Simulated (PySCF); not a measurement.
## Run report: Ga₃Te₃F₃, excited-state calculation

The run: excited-state calculation of Ga₃Te₃F₃ ((FGaTe)3 ring). Method and program: TDDFT CAM-B3LYP/def2-SVPD, vertical, gas phase, core orbitals frozen in the response (PySCF 2.14.0).

The geometry comes from this level: PBE0-D3(BJ)/def2-SVP. It belongs to a series of runs on one base structure; here: F, Te.

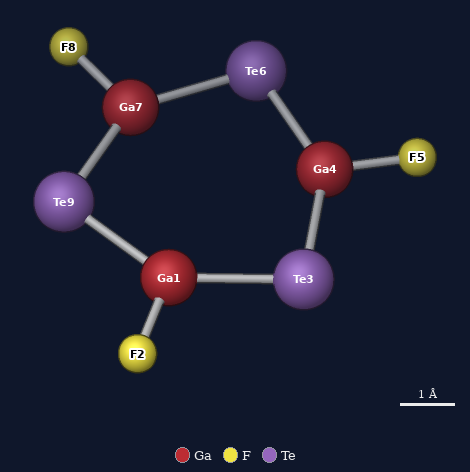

Fig. 1: The structure (ball-and-stick view, seen at a tilt; atoms are numbered from 1 in the order of the input). Sticks mark near contacts. Bond lengths as drawn: F–Ga 1.76 Å and Ga–Te 2.51 Å.

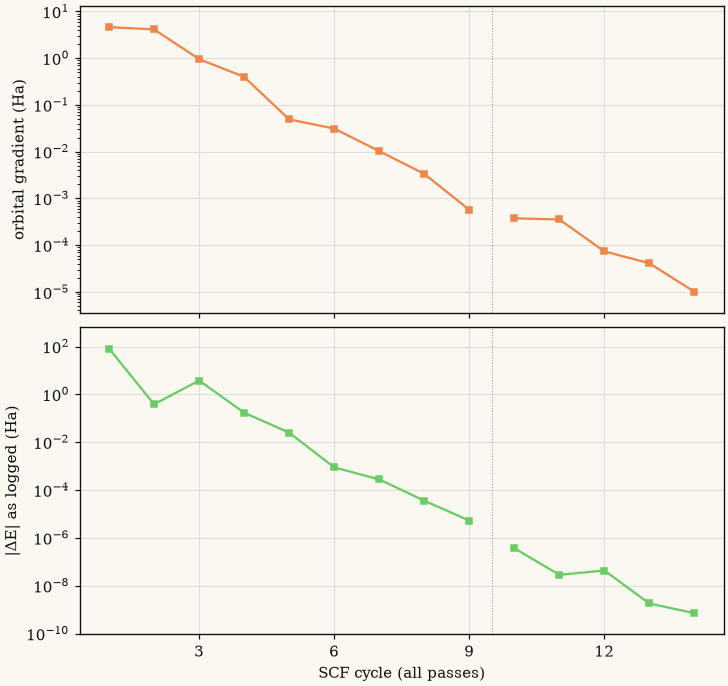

Fig. 2: Convergence of the self-consistent field: orbital gradient and size of the energy change against the SCF cycle. The dotted line marks the change from a coarse to the final integration grid. The first 9 cycles use a coarse grid, the final grid takes over at cycle 10, and the field converges after 14 cycles in all.

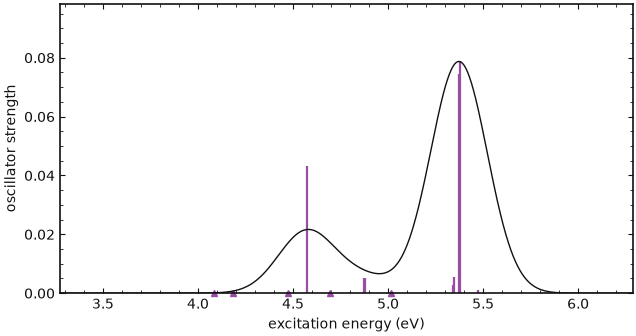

Fig. 3: Computed excitations as sticks (degenerate states added up, dark ones marked on the axis), with a Gaussian envelope of 0.35 eV full width at half maximum, scaled to the tallest. Of the 15 states the lowest lies at 4.09 eV (f = 0.000); the strongest line is at 5.38 eV, or 231 nm (f = 0.079).

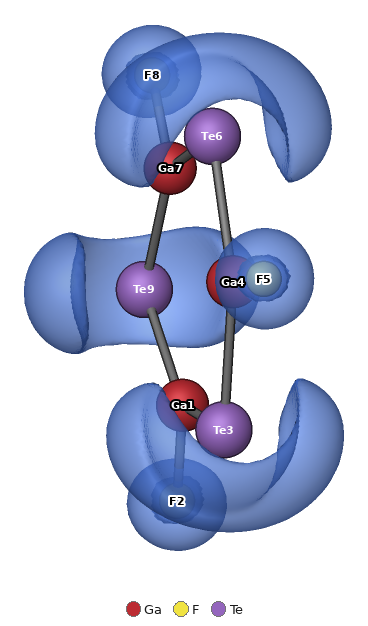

Fig. 4: Isosurface of the electron localisation function at 0.75 (blue), seen at an oblique angle. Core shells and regions of very low density are left out. Profiles from the grid: Ga–F (1.76 Å): the ELF peaks at about 0.85 in the valence shell of F, 0.5 Å from its nucleus, and is about 0.15 at the midpoint. Ga–Te (2.51 Å): the ELF peaks at about 0.70 in the valence shell of Te, 1.3 Å from its nucleus, and drops to about 0.20 between the two atoms.

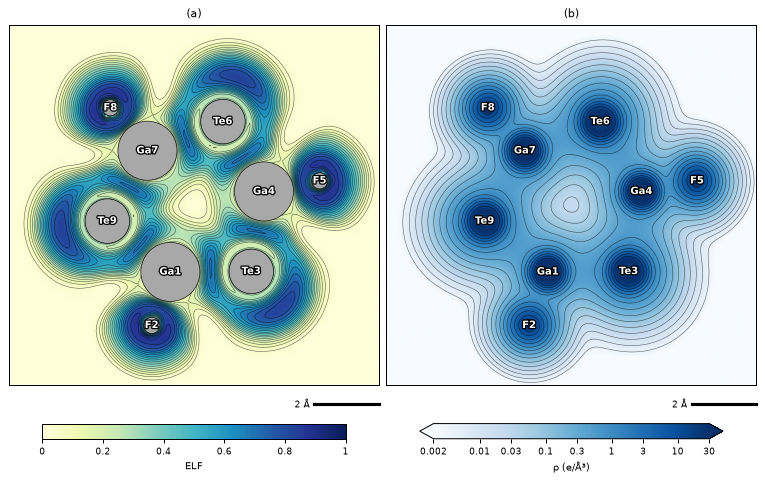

Fig. 5: (a) electron localisation function; (b) electron density on the molecular plane. Grey discs, where drawn, cover atomic cores. Ga–F (1.76 Å): ρ at the midpoint is about 0.82 e/Å³; the ELF peaks at about 0.85 in the valence shell of F, 0.5 Å from its nucleus, and is about 0.15 at the midpoint.

The input and output of the run follow.

## Input file
```
{"job": {"kind": "uv", "xc": "CAM-B3LYP", "basis": "def2-SVPD", "ip": true, "nstates": 15}, "charge": 0, "multiplicity": 1}
Ga    -2.033243     0.653138     0.497672
F     -3.633683     1.219573     0.955999
Te    -0.952263     2.333610    -1.025511
Ga     1.289517     1.237176    -1.312253
F      2.313549     2.234928    -2.337393
Te     2.552342    -0.817339    -0.605366
Ga     0.782309    -1.920008     0.794489
F      1.405314    -3.425128     1.457976
Te    -1.591093    -1.585390     1.548728
```

The first line tells a small driver script what to run in PySCF; the rest is the geometry in Å.

Run as:
```bash
OMP_NUM_THREADS=2 python <driver script> task.json out
```

## Output
```
coarse grid: 62232 points
cycle   1  E = -6873.4729632414  dE = -8.210e+01  |g| = 4.616e+00  |ddm| = 2.010e+01
cycle   2  E = -6873.8564531671  dE = -3.835e-01  |g| = 4.139e+00  |ddm| = 2.011e+01
cycle   3  E = -6877.6533552114  dE = -3.797e+00  |g| = 9.568e-01  |ddm| = 7.380e+00
cycle   4  E = -6877.8246427513  dE = -1.713e-01  |g| = 3.984e-01  |ddm| = 1.313e+00
cycle   5  E = -6877.8497498674  dE = -2.511e-02  |g| = 4.906e-02  |ddm| = 4.444e-01
cycle   6  E = -6877.8506379114  dE = -8.880e-04  |g| = 3.124e-02  |ddm| = 1.137e-01
cycle   7  E = -6877.8509166183  dE = -2.787e-04  |g| = 1.027e-02  |ddm| = 3.980e-02
cycle   8  E = -6877.8509525251  dE = -3.591e-05  |g| = 3.356e-03  |ddm| = 2.003e-02
cycle   9  E = -6877.8509578338  dE = -5.309e-06  |g| = 5.686e-04  |ddm| = 8.569e-03
final grid: 116816 points
cycle  10  E = -6877.8508248344  dE = -3.711e-07  |g| = 3.752e-04  |ddm| = 3.265e-03
cycle  11  E = -6877.8508248631  dE = -2.868e-08  |g| = 3.540e-04  |ddm| = 1.132e-03
cycle  12  E = -6877.8508249064  dE = -4.334e-08  |g| = 7.357e-05  |ddm| = 5.800e-04
cycle  13  E = -6877.8508249083  dE = -1.817e-09  |g| = 4.097e-05  |ddm| = 1.298e-04
cycle  14  E = -6877.8508249090  dE = -7.130e-10  |g| = 1.004e-05  |ddm| = 9.636e-05
converged SCF energy = -6877.8508249090

Static polarisability (au): isotropic 210.910, principal 134.671 248.967 249.091

Singlet excitations
state   eV       nm        f      main configurations
  1   4.0859    303.4   0.00001   H-1->L+1 0.42, H->L+2 0.40
  2   4.1831    296.4   0.00001   H-1->L 0.24, H->L+2 0.18, H-1->L+1 0.17
  3   4.1837    296.4   0.00001   H->L 0.24, H-1->L+2 0.18, H->L+1 0.18
  4   4.4720    277.2   0.00006   H-2->L+1 0.29, H-1->L 0.25, H->L 0.21
  5   4.4729    277.2   0.00012   H-2->L+2 0.29, H->L 0.25, H-1->L 0.22
  6   4.5717    271.2   0.04312   H-2->L 0.33, H-1->L+2 0.27, H->L+1 0.27
  7   4.6950    264.1   0.00000   H->L+3 0.29, H-1->L+4 0.28, H-1->L+3 0.18
  8   4.8747    254.3   0.00521   H->L+3 0.23, H-1->L+4 0.23, H-1->L+5 0.11
  9   4.8787    254.1   0.00504   H->L+4 0.23, H-1->L+3 0.23, H->L+5 0.11
 10   5.0168    247.1   0.00000   H-4->L+1 0.36, H-3->L+2 0.36
 11   5.3418    232.1   0.00289   H-3->L+3 0.44, H-4->L+4 0.41
 12   5.3474    231.9   0.00538   H->L+4 0.28, H-1->L+3 0.18, H->L+3 0.14
 13   5.3709    230.8   0.07435   H->L+5 0.27, H-2->L+4 0.23, H-3->L 0.15
 14   5.3763    230.6   0.07874   H-1->L+5 0.29, H-2->L+3 0.24, H-4->L 0.15
 15   5.4739    226.5   0.00107   H-4->L 0.36, H-3->L+1 0.12, H-4->L+2 0.10

Triplet excitations (Tamm-Dancoff, eV): 3.8066 3.8580 3.8586 4.1158
Vertical ionisation energy (delta-SCF) = 9.3028 eV
Vertical electron affinity (delta-SCF) = 1.0423 eV
```

## Summary

```tsv
quantity	value
outcome	converged
total energy	−6877.850825 hartree
HOMO	−8.73 eV
LUMO	−1.54 eV
dipole moment	0.17 D
mean polarisability	210.91 a.u.
vertical ionisation energy	9.30 eV
vertical electron affinity	1.04 eV
lowest singlet excitation	4.09 eV
hardware	2 CPU threads, shared host
wall time	6 min (CPU time 13 min)
peak memory	2.6 GiB
```

## Remarks

Spin–orbit coupling is left out, which matters for the heavy atoms.
